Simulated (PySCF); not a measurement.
# Er(OH)3: other functionals and bases at one geometry

Aim: see how levels, charges and forces of Er(OH)3 depend on the level of theory. The structure is generated, not taken from experiment.

Program: PySCF 2.14.0. Level of theory: several levels, as the steps say, no spin–orbit coupling. These are calculated values, not measurements.

1 further run of the same task is left out (for a known fault of the program).

**1. The system as given**

7 atoms, charge 0, spin multiplicity 1.

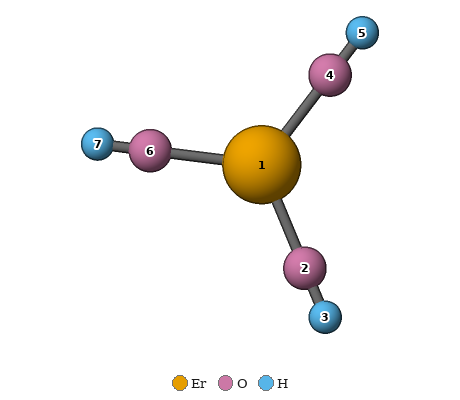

The geometry (erbium amber, oxygen pink, hydrogen blue); atoms are numbered from 1 in the order of the file.

Geometry (Å):

```xyz
7
charge 0, multiplicity 1
Er    0.00000    0.00000    0.13684
O     2.02295    0.00000    0.14348
H     2.97779    0.00000    0.14952
O    -1.01147    1.75193    0.14348
H    -1.48889    2.57885    0.14952
O    -1.01148   -1.75193    0.14348
H    -1.48890   -2.57884    0.14952
```

Formal oxidation states: Er +3. Each metal's 11 4f electrons lie in its core potential, so multiplicities, spins and levels count the valence alone. An earlier session relaxed this geometry at PBE0, Er lcecp-1-SVP with ECP57, O def2-SVP, H def2-SVP (singlet, point group D3h).

At PBE0 on the finer grid: E = -265.484999 Eh, HOMO -7.65 eV, LUMO -1.29 eV, Mulliken charge on Er1 +1.06 e, largest force component 0.003 eV/Å. 

Levels to run: PBE; M06-L; PBE0, TZVP. Hardware: 2 threads of Intel Xeon 6975P-C (Granite Rapids), shared host.

**2. PBE**

Contents of run.py (the lines that set the calculation):

```python
mol = gto.M(atom='''
Er     0.00000     0.00000     0.13684
O      2.02295     0.00000     0.14348
H      2.97779     0.00000     0.14952
O     -1.01147     1.75193     0.14348
H     -1.48889     2.57885     0.14952
O     -1.01148    -1.75193     0.14348
H     -1.48890    -2.57884     0.14952''',
    basis={'Er': 'lcecp-1-SVP', 'O': 'def2-SVP', 'H': 'def2-SVP'},
    ecp={'Er': 'lcecp-1-SVP'},
    charge=0, spin=0)
mf = dft.RKS(mol, xc='PBE')
mf.grids.atom_grid = (75, 302)  # f atoms: unpruned, at least (60, 302)
mf = mf.density_fit()  # fitting sets: Er AutoAux, O def2-universal-JKFIT, H def2-universal-JKFIT
mf.conv_tol = 1e-08; mf.max_cycle = 55
mf.kernel(dm0)  # dm0: the density of the relaxed state
```

Run with:

```bash
$ OMP_NUM_THREADS=2 python run.py
```

The log of the run:

```text
init E= -265.500216889508
  HOMO = -0.21050972470166  LUMO = -0.0779127377215652  gap/eV = 3.60815
cycle= 1 E= -265.501144811666  delta_E= -0.000928  |g|= 0.11  |ddm|= 0.27
  HOMO = -0.236316721479468  LUMO = -0.0691370930251836  gap/eV = 4.54919
cycle= 2 E= -265.488412839539  delta_E= 0.0127  |g|= 0.272  |ddm|= 0.283
  HOMO = -0.218621185692633  LUMO = -0.0729809637765051  gap/eV = 3.96307
cycle= 3 E= -265.504042525199  delta_E= -0.0156  |g|= 0.016  |ddm|= 0.178
  HOMO = -0.219507889719185  LUMO = -0.0749297055724973  gap/eV = 3.93417
cycle= 4 E= -265.504125346002  delta_E= -8.28e-05  |g|= 0.003  |ddm|= 0.0235
  HOMO = -0.219175042325221  LUMO = -0.0748534700012868  gap/eV = 3.92719
cycle= 5 E= -265.504127170269  delta_E= -1.82e-06  |g|= 0.000147  |ddm|= 0.00228
  HOMO = -0.219152682101315  LUMO = -0.0748342672967119  gap/eV = 3.92710
cycle= 6 E= -265.504127175204  delta_E= -4.94e-09  |g|= 2.27e-05  |ddm|= 0.000198
  HOMO = -0.219157602895771  LUMO = -0.0748326088598965  gap/eV = 3.92728
Extra cycle  E= -265.504127174665  delta_E= 5.39e-10  |g|= 5.6e-05  |ddm|= 5.29e-05
converged SCF energy = -265.504127174665
```

It took 4 s on 2 threads of Intel Xeon 6975P-C (Granite Rapids), shared host.

Read off: E = -265.504127 Eh, HOMO -5.96 eV, LUMO -2.04 eV, Mulliken charge on Er1 +0.83 e, largest force component 0.578 eV/Å. 

**3. M06-L**

run.py (the lines that set the calculation): that of step 2 with these lines changed.

```diff
@@ -11,3 +11,3 @@
     charge=0, spin=0)
-mf = dft.RKS(mol, xc='PBE')
+mf = dft.RKS(mol, xc='M06L')
 mf.grids.atom_grid = (75, 302)  # f atoms: unpruned, at least (60, 302)
```

Run with:

```bash
$ OMP_NUM_THREADS=2 python run.py
```

The log of the run:

```text
init E= -265.705709191433
  HOMO = -0.232562951366949  LUMO = -0.025315499058479  gap/eV = 5.63949
cycle= 1 E= -265.709739358685  delta_E= -0.00403  |g|= 0.0441  |ddm|= 0.201
  HOMO = -0.218393767398906  LUMO = -0.0275047170986369  gap/eV = 5.19436
cycle= 2 E= -265.708642449287  delta_E= 0.0011  |g|= 0.0863  |ddm|= 0.0822
  HOMO = -0.225456507699797  LUMO = -0.0265290179686914  gap/eV = 5.41309
cycle= 3 E= -265.710118872249  delta_E= -0.00148  |g|= 0.00312  |ddm|= 0.0563
  HOMO = -0.225483967503235  LUMO = -0.0266775232794174  gap/eV = 5.40980
cycle= 4 E= -265.710121236695  delta_E= -2.36e-06  |g|= 0.000802  |ddm|= 0.00528
  HOMO = -0.225410397227544  LUMO = -0.0265353468443514  gap/eV = 5.41167
cycle= 5 E= -265.710121438806  delta_E= -2.02e-07  |g|= 0.000194  |ddm|= 0.00128
  HOMO = -0.225402694408365  LUMO = -0.0265438900161961  gap/eV = 5.41122
cycle= 6 E= -265.710121447402  delta_E= -8.6e-09  |g|= 3.57e-05  |ddm|= 0.000156
  HOMO = -0.225396114714743  LUMO = -0.0265502123333619  gap/eV = 5.41087
Extra cycle  E= -265.710121446667  delta_E= 7.35e-10  |g|= 6.95e-05  |ddm|= 8.01e-05
converged SCF energy = -265.710121446667
```

Run time: 5.6 s. Hardware: 2 threads of Intel Xeon 6975P-C (Granite Rapids), shared host.

It gives: E = -265.710121 Eh, HOMO -6.13 eV, LUMO -0.72 eV, Mulliken charge on Er1 +1.20 e, largest force component 0.270 eV/Å. 

**4. PBE0, TZVP**

Basis: Er lcecp-1-TZVP with ECP57, O def2-TZVP, H def2-TZVP. 

Contents of run.py (the lines that set the calculation):

```python
mol = gto.M(atom='''
Er     0.00000     0.00000     0.13684
O      2.02295     0.00000     0.14348
H      2.97779     0.00000     0.14952
O     -1.01147     1.75193     0.14348
H     -1.48889     2.57885     0.14952
O     -1.01148    -1.75193     0.14348
H     -1.48890    -2.57884     0.14952''',
    basis={'Er': 'lcecp-1-TZVP', 'O': 'def2-TZVP', 'H': 'def2-TZVP'},
    ecp={'Er': 'lcecp-1-TZVP'},
    charge=0, spin=0)
mf = dft.RKS(mol, xc='PBE0')
mf.grids.atom_grid = (75, 302)  # f atoms: unpruned, at least (60, 302)
mf = mf.density_fit()  # fitting sets: Er AutoAux, O def2-universal-JKFIT, H def2-universal-JKFIT
mf.conv_tol = 1e-08; mf.max_cycle = 55
mf.kernel(dm0)  # dm0: free metal ions and neutral atoms
```

Run with:

```bash
$ OMP_NUM_THREADS=2 python run.py
```

The log of the run:

```text
init E= -269.941119151054
  HOMO = -0.333234617270007  LUMO = -0.11370736277776  gap/eV = 5.97364
cycle= 1 E= -265.717833887496  delta_E= 4.22  |g|= 0.556  |ddm|= 2.21
  HOMO = -0.244151552571874  LUMO = -0.0273910411841101  gap/eV = 5.89835
cycle= 2 E= -265.730745678757  delta_E= -0.0129  |g|=  0.4  |ddm|= 0.631
  HOMO = -0.308284445677555  LUMO = -0.0527488114175441  gap/eV = 6.95348
cycle= 3 E= -265.753368115964  delta_E= -0.0226  |g|= 0.214  |ddm|= 0.326
  HOMO = -0.287599880425969  LUMO = -0.0532824125198417  gap/eV = 6.37610
cycle= 4 E= -265.760218088574  delta_E= -0.00685  |g|= 0.0552  |ddm|= 0.109
  HOMO = -0.290066815730021  LUMO = -0.0496206594478501  gap/eV = 6.54287
cycle= 5 E= -265.760856515418  delta_E= -0.000638  |g|= 0.00256  |ddm|= 0.0366
  HOMO = -0.290238666990157  LUMO = -0.0499543521940353  gap/eV = 6.53847
cycle= 6 E= -265.760858196778  delta_E= -1.68e-06  |g|= 0.00018  |ddm|= 0.00424
  HOMO = -0.290222891149713  LUMO = -0.0499240682056339  gap/eV = 6.53886
cycle= 7 E= -265.760858209426  delta_E= -1.26e-08  |g|= 2.32e-05  |ddm|= 0.000345
  HOMO = -0.290227549373972  LUMO = -0.0499252985628331  gap/eV = 6.53896
cycle= 8 E= -265.760858209616  delta_E= -1.91e-10  |g|= 4.89e-06  |ddm|= 2.77e-05
  HOMO = -0.290227174344096  LUMO = -0.049924937782194  gap/eV = 6.53896
Extra cycle  E= -265.760858209613  delta_E= 3.64e-12  |g|= 7.46e-06  |ddm|= 6.72e-06
converged SCF energy = -265.760858209613
```

It took 9 s on 2 threads of Intel Xeon 6975P-C (Granite Rapids), shared host.

Result: E = -265.760858 Eh, HOMO -7.90 eV, LUMO -1.36 eV, Mulliken charge on Er1 +1.64 e, largest force component 0.263 eV/Å. 

**5. Results**

| level | state | HOMO (eV) | gap (eV) | charge on Er1 (e) | dipole (D) | largest force (eV/Å) | basis functions | time |
| --- | --- | --- | --- | --- | --- | --- | --- | --- |
| PBE0 (relaxed here) | singlet | -7.65 | 6.36 | 1.06 | 0.02 | 0.00 | 90 | 8.9 s |
| PBE | singlet | -5.96 | 3.93 | 0.83 | 0.02 | 0.58 | 90 | 4 s |
| M06-L | singlet | -6.13 | 5.41 | 1.20 | 0.02 | 0.27 | 90 | 5.6 s |
| PBE0, TZVP | singlet | -7.90 | 6.54 | 1.64 | 0.02 | 0.26 | 158 | 9 s |

Times are on 2 threads of Intel Xeon 6975P-C (Granite Rapids), shared host; the first row also made further properties.

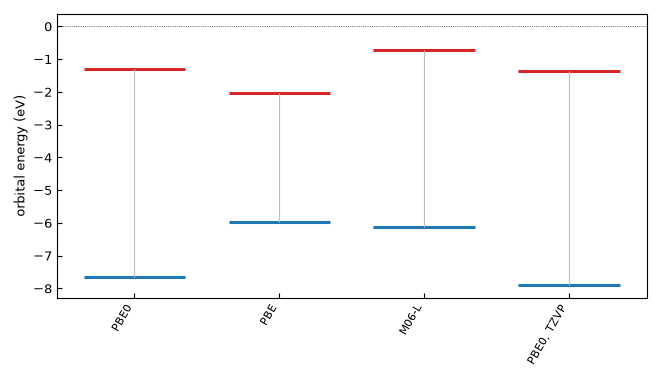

Highest filled and lowest empty level, method by method.

In one basis the HOMO–LUMO gap runs from 3.93 eV (PBE) to 6.36 eV (PBE0). The largest leftover force, 0.58 eV/Å with PBE, stands at a geometry relaxed at another level. The Mulliken charge on Er spans +0.83 to +1.64 e over the levels. With 4f in the core, its levels are missing from HOMO and gap. Total energies of different levels can't be compared. Spin–orbit coupling is left out throughout.
